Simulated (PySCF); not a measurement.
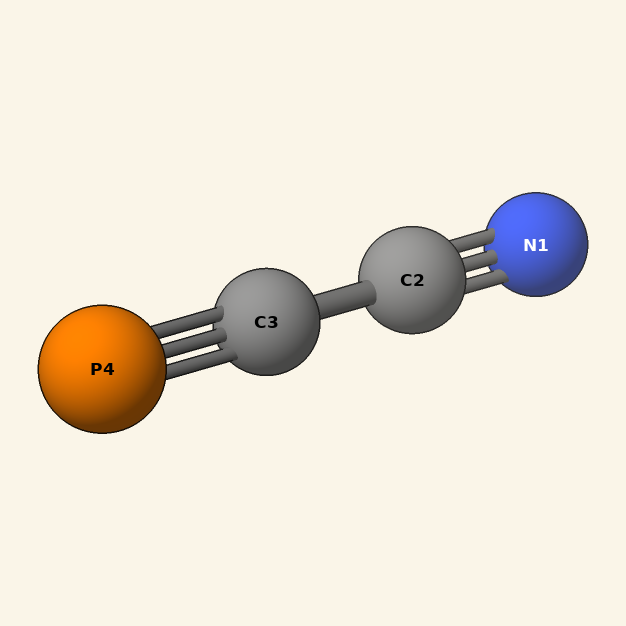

Computed geometry: PBE0-D3(BJ)/def2-SVP optimisation. No frequency run is at hand to confirm it as a minimum. Level of theory: delta-SCF UKS SCAN, pcX-2 on the ionised atom, pcseg-1 elsewhere, spin-free X2C (PySCF 2.14.0).

Give the core-electron binding energies (to vacuum; p and d levels without spin–orbit splitting) of N1 1s, C2 1s, C3 1s, P4 1s, P4 2p.

| atom | level | binding energy (eV) |
| --- | --- | --- |
| N1 | 1s | 405.4 |
| C2 | 1s | 293.0 |
| C3 | 1s | 292.2 |
| P4 | 1s | 2151.5 |
| P4 | 2p | 138.2 |
